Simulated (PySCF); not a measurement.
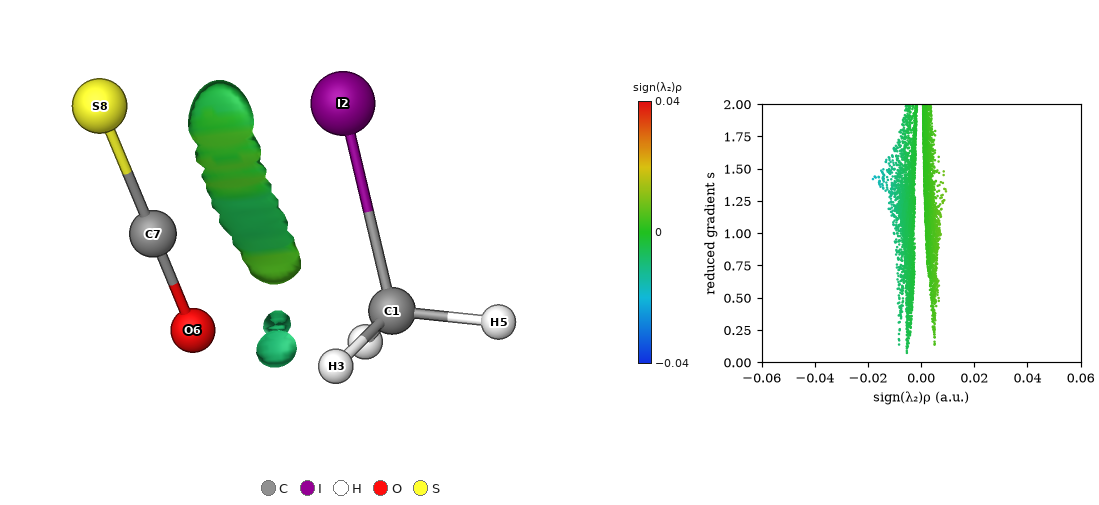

*C$_{2}$H$_{3}$IOS, SMILES `CI.O=C=S`. Non-covalent interaction surfaces between the fragments (reduced density gradient s = 0.4, coloured by sign(λ₂)ρ in a.u.; trimmed to the region between the fragments where ρ is under 0.06 a.u.). Fragment A: H3CI (atoms 1–5); fragment B: CSO. The plot gives s against sign(λ₂)ρ for grid points between the fragments.*

PySCF calculation, PBE/def2-SVPD, gas phase; geometry: GFN2-xTB. Core potentials replace the inner electrons of I; spin–orbit coupling isn't included. GFN2-xTB bond lengths at metals and heavier atoms can be off by up to 0.1 Å and shapes distorted, which carries into these values.

Cartesian coordinates (Å):

```
C1      -1.5377   -1.7045   -0.0697
I2      -1.2392    0.4161    0.0099
H3      -0.5725   -2.1829    0.0363
H4      -2.1977   -1.9829    0.7420
H5      -1.9841   -1.9456   -1.0260
O6       1.8409   -1.6442    0.0681
C7       2.4028   -0.6342    0.0247
S8       3.1572    0.7027   -0.0344
```

### Interpret the surfaces between the fragments.

Bond critical points between the fragments: H3···O6, weak C–H hydrogen bond, 2.47 Å, ρ = 0.008 a.u.; I2···O6, 3.71 Å, ρ = 0.005 a.u. All are weak and appear green, as weak hydrogen bonds do. Several contacts close a ring, whose ring point adds a part with positive λ₂ between them. The pose is a local one from a semi-empirical search, not shown to be the most stable.

### How strongly are they bound?

The counterpoise-corrected interaction energy of the frozen fragments is −0.6 kcal/mol without dispersion correction and −2.0 kcal/mol with D3(BJ). The pair geometry is semi-empirical, not a minimum at this level.

Cost of the run: 71 s on 1 thread of Arm Neoverse V1 (shared host), peak memory 0.53 GiB.
